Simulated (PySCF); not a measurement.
# C$_{6}$H$_{9}$NO (SMILES C#CCC(=O)NCC): what the fields show

```csv
atom,x (Å),y (Å),z (Å)
C,2.9885,0.6596,0.0855
C,2.3618,-0.2932,0.4515
C,1.5724,-1.4247,0.8792
C,0.0610,-1.1735,0.8232
O,-0.7070,-1.7105,1.5903
N,-0.3227,-0.3607,-0.1812
C,-1.6905,0.0651,-0.3703
C,-1.8536,1.5576,-0.1061
H,3.5581,1.4853,-0.2208
H,1.7862,-2.2849,0.2361
H,1.8305,-1.6999,1.9045
H,0.3913,0.1042,-0.7225
H,-2.2950,-0.5161,0.3293
H,-2.0027,-0.1731,-1.3931
H,-1.2381,2.1366,-0.7919
H,-1.5560,1.7927,0.9129
H,-2.8914,1.8477,-0.2433
```

Geometry: GFN2-xTB.

Level of theory: PBE0/def2-SVPD, SCF density, gas phase (PySCF 2.14.0).

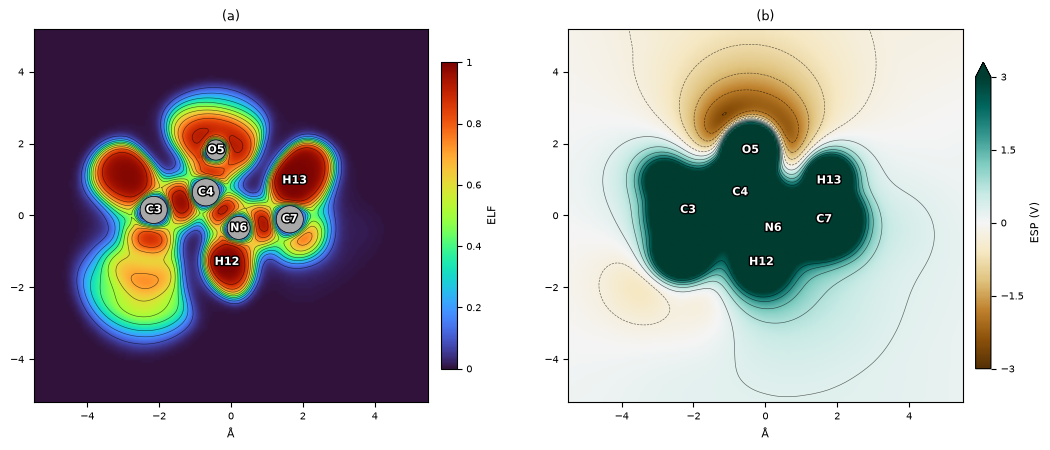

Figure 1. (a) electron localisation function; (b) electrostatic potential on the plane of atoms C3, C4 and N6. Grey discs cover the atomic cores in the ELF map.

Question: What do the fields say about this system?

Answer: The plane passes through C, O, N and H nuclei. C–O (1.21 Å): the ELF peaks at about 0.85 between the atoms (a multiple bond). C–N (1.35 Å): the ELF peaks at about 0.90 between the atoms: a covalent bond. N–H (1.01 Å): the ELF climbs to about 1 towards the hydrogen, as it does in any bond to H; an ordinary covalent bond to hydrogen. C–N (1.45 Å): the ELF peaks at about 0.95 between the atoms: a covalent bond. The ELF also peaks beside O5, away from the bonds: lone-pair regions. Outside the dense part of the molecule the potential is most negative (−2.5 V) near O5.

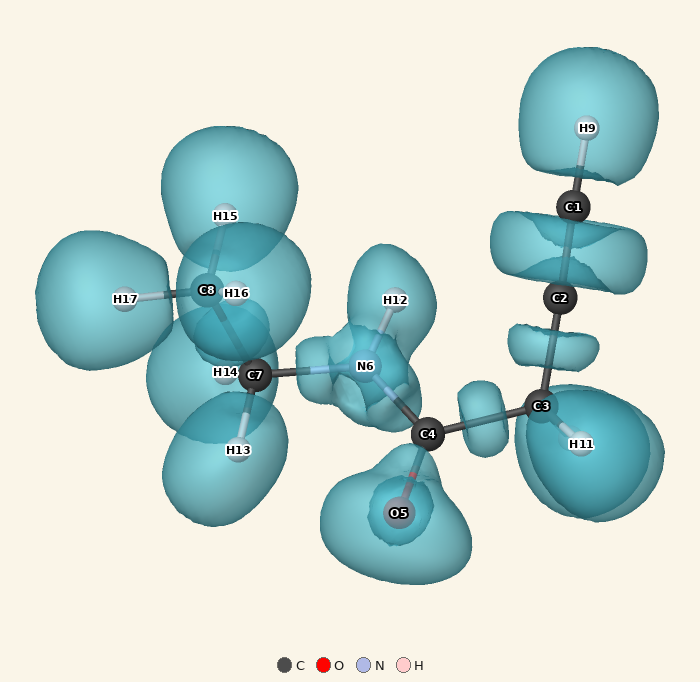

Figure 2. Isosurface of the ELF at 0.75 (cyan), seen across its widest extent. Core shells and regions of very low density are left out.

Question: Where are the electrons localised?

Answer: At this value the surface marks out four regions between bonded C–C atoms (shared pairs), eight regions around hydrogen nuclei, one region on O in which the atom's valence shell and bonds are merged and one joined region spread over several atoms (H, N), in which their bonds and any lone pairs are merged. Profiles from the grid: C–C (1.20 Å): the ELF peaks at about 0.80 between the atoms: a short, multiple covalent bond.

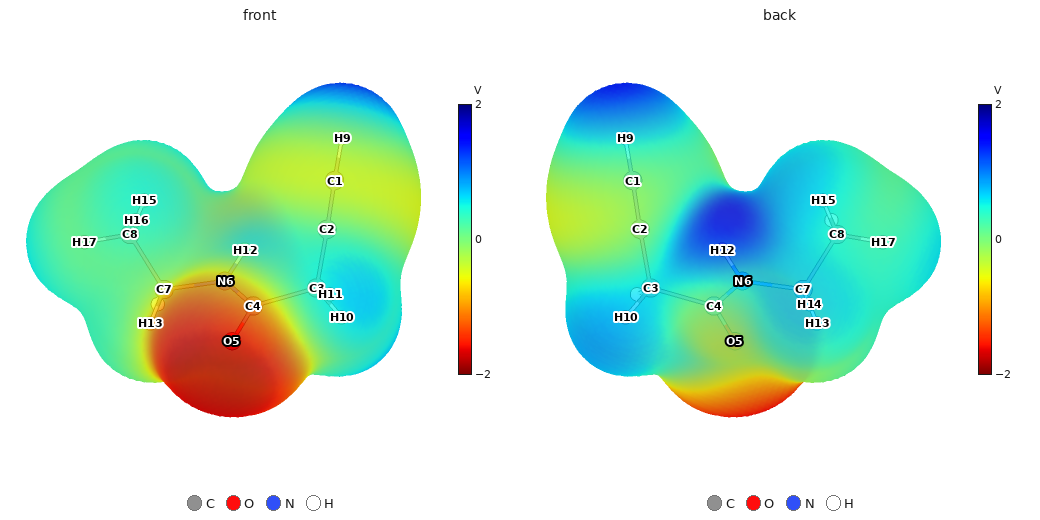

Figure 3. The electrostatic potential painted on the density surface at 0.001 e/bohr³, seen from the front and from behind; the colour scale runs from red (negative) to blue (positive).

Question: Where is the surface potential most negative and most positive?

Answer: The most negative region (about −1.8 V) lies over O5, the most positive (about +1.4 V) over H9 and H12. O5 is the likeliest acceptor of a hydrogen bond.
